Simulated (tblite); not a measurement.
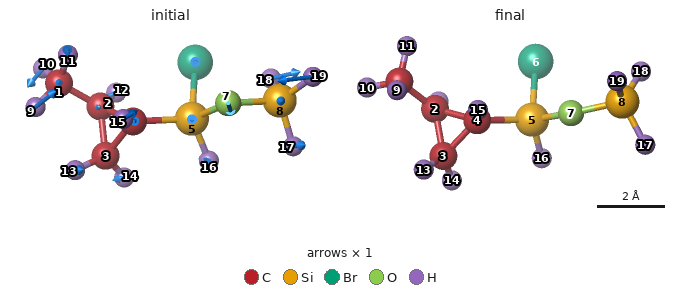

The structure of C₄H₁₁BrOSi₂ before (left) and after (right) a relaxation, at one scale. The blue arrows give the displacements, at their true length.

Style: ball-and-stick. Shown face on.

Computed with GFN2-xTB geometry optimisation, gas phase in tblite 0.8.0. 

> Describe what moved and what it gained.

H19 moves most after the best rigid fit: 1.39 Å. Largest moves by element: H 1.39 Å, O 0.93 Å, Si 0.71 Å, Br 0.54 Å, C 0.39 Å. Among the contacts that change: Br6–Si8 3.421 → 4.059 Å, Si5–Si8 2.725 → 3.145 Å, Si5–O7 1.722 → 1.608 Å, O7–Si8 1.730 → 1.630 Å. Among the angles between lasting bonds that change: Si5–O7–Si8 104.3° → 152.4°, O7–Si8–H19 113.0° → 102.8°, C2–C4–Si5 112.7° → 120.0°. Groups turn about C1–C2 by about 35°. Over 98 geometry steps the energy falls by 32.5 kcal/mol.
